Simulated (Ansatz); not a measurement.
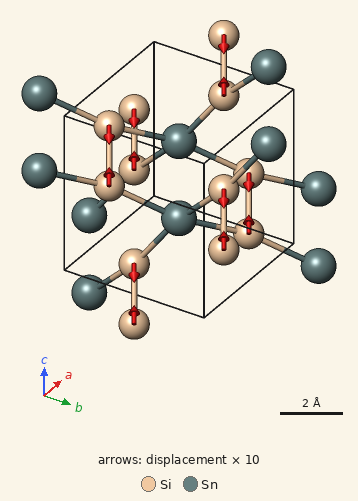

This is a relaxation of solid Si$_{2}$Sn (a generated structure, set up in P4_2/mmc). The starting structure is drawn; red arrows show the displacements (the part carried along by the change of the cell is left out), 10 times their true length.

Style: ball-and-stick. Shown: the cell of the calculation, from a free direction.

Method: DFT PBE, scalar-relativistic, plane waves, PAW (Ansatz 0.2.0). Settings: plane-wave cutoff 420 eV; k-point mesh 8 × 8 × 6; occupations gaussian; smearing width 0.1 eV; no spin polarisation; cell and atoms relaxed; force threshold 0.01 eV/Å; at most 80 steps.

Question: Atoms of which element are displaced furthest, and by how much?

Answer: Silicon: up to 0.074 Å, against 0.000 Å for tin.

Question: Describe the change and its energy.

Answer: The largest moves relative to the cell, 0.074 Å, are those of Si atoms. Sn stays in place. The volume changes by +3.6 %, with a = b 5.388 → 5.330 Å (−1.1 %), c 5.916 → 6.262 Å (+5.8 %). Among the contacts that change: Si–Sn 2.714 → 2.698 Å, Si–Si 2.303 → 2.291 Å. Bond angles that change, for instance: Sn–Si–Sn 166.1° → 162.1°, Si–Sn–Si 166.1° → 162.1°, Si–Si–Sn 96.9° → 99.0°. The space group stays P4_2/mmc (No. 131). After 3 accepted moves (4 points after the start) the energy has fallen by 11.9 meV per atom. Largest force component: 0.034 eV/Å at the start, 0.0006 eV/Å at the end. The pressure goes from 0.33 to 0.00 GPa. At 1 point the geometry stayed and the basis and grid were re-selected for the new cell (energy shift of 0.3 meV per atom at most each time). The run took 85 s on 1 thread of Arm Neoverse V1 (shared host), peak memory 0.54 GiB.
